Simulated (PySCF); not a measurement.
C2H12Si4

```yaml
atoms:
  - { symbol: Si, position_ang: [-2.9654, -0.3381, 0.2481] }
  - { symbol: C, position_ang: [-1.3687, -0.5578, -0.7539] }
  - { symbol: Si, position_ang: [0.0173, 0.7090, -0.4190] }
  - { symbol: C, position_ang: [0.7117, 0.5067, 1.3751] }
  - { symbol: Si, position_ang: [2.5133, -0.1302, 1.0889] }
  - { symbol: Si, position_ang: [2.1474, 0.1240, -1.2069] }
  - { symbol: H, position_ang: [-3.9184, -1.3983, -0.1002] }
  - { symbol: H, position_ang: [-2.6788, -0.4192, 1.6824] }
  - { symbol: H, position_ang: [-3.5634, 0.9630, -0.0607] }
  - { symbol: H, position_ang: [-1.6165, -0.5301, -1.8153] }
  - { symbol: H, position_ang: [-0.9721, -1.5564, -0.5654] }
  - { symbol: H, position_ang: [-0.5526, 2.0518, -0.6411] }
  - { symbol: H, position_ang: [0.1164, -0.1711, 1.9858] }
  - { symbol: H, position_ang: [0.7079, 1.4546, 1.9118] }
  - { symbol: H, position_ang: [2.6877, -1.4786, 1.6466] }
  - { symbol: H, position_ang: [3.4982, 0.7027, 1.7916] }
  - { symbol: H, position_ang: [2.2833, -1.0648, -2.0623] }
  - { symbol: H, position_ang: [2.9437, 1.1390, -1.9115] }
```

Geometry: GFN2-xTB.

Method: PySCF 2.14.0, PBE0/pcSseg-1, SCF density, gas phase, non-relativistic.

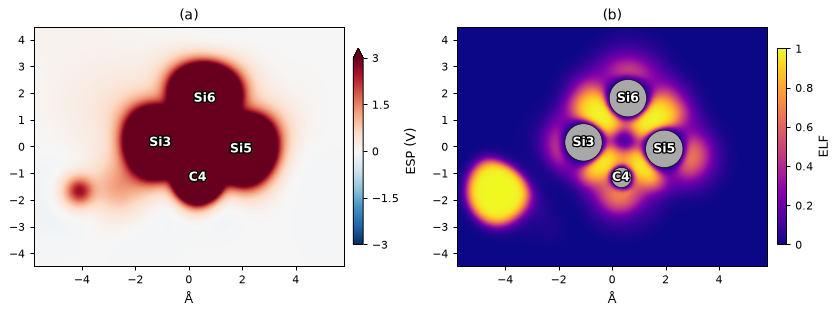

Figure 1. (a) electrostatic potential; (b) ELF on the plane of atoms C4, Si3 and Si6. Grey discs cover the atomic cores in the ELF map.

> Read the bonding off the picture.

- The plane passes through Si and C nuclei.
- Si–Si (2.34 Å): the ELF peaks at about 1 between the atoms; a shared electron pair.
- The potential has no marked negative region in this plane.

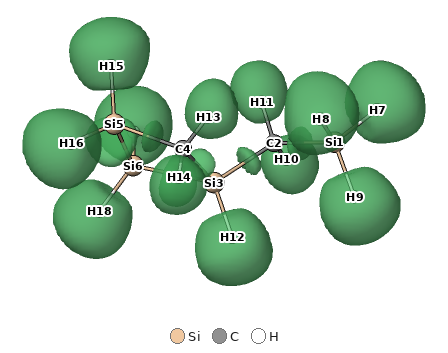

Figure 2. Isosurface of the ELF at 0.9 (green), seen from one side. Core shells and regions of very low density are left out.

> Where are the electrons localised?

The surface consists of four regions between bonded C–Si atoms (shared pairs), two regions between bonded Si–Si atoms (shared pairs) and twelve regions around hydrogen nuclei. Profiles from the grid: C–Si (1.90 Å): the ELF peaks at about 0.95 between the atoms: localised, covalent bonding.
